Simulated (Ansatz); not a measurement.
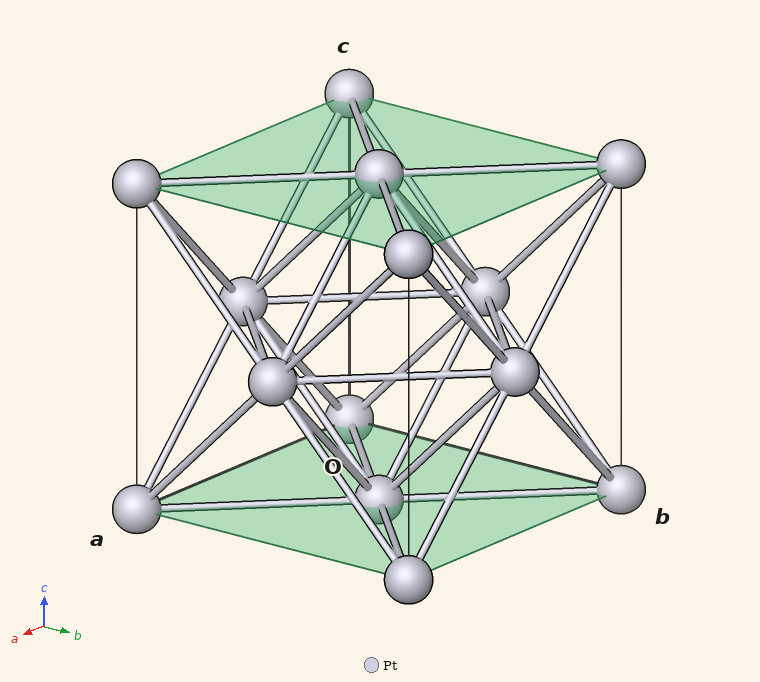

For Pt, coordinates from a relaxation with DFT, PBEsol, plane waves (420 eV) with PAW, scalar-relativistic in Ansatz: every member of one family of equally spaced planes, hx + ky + lz = a whole number, that cuts the unit cell is shaded (one member passes through the origin O). The drawing is computed from the coordinates (standard cell, symmetry found to 0.002 Å).

a = 3.919 Å, b = 3.919 Å, c = 3.919 Å, α = 90.00°, β = 90.00°, γ = 90.00°.

**What are the Miller indices?**

(0 0 1); the opposite sign names the same planes. The member next to the origin meets the axes a never, b never, c at 1.

**What is the spacing?**

d = 3.919 Å.

**Which atoms of the cell lie in these planes (within 0.03 Å)?**

2 of the 4 Pt.

**The space group is Fm-3m, No. 225. How many reflections hkl are equivalent to this one (itself included), and does it occur?**

6 reflections are equivalent in the Laue class m-3m. The reflection is systematically absent, by the centring.
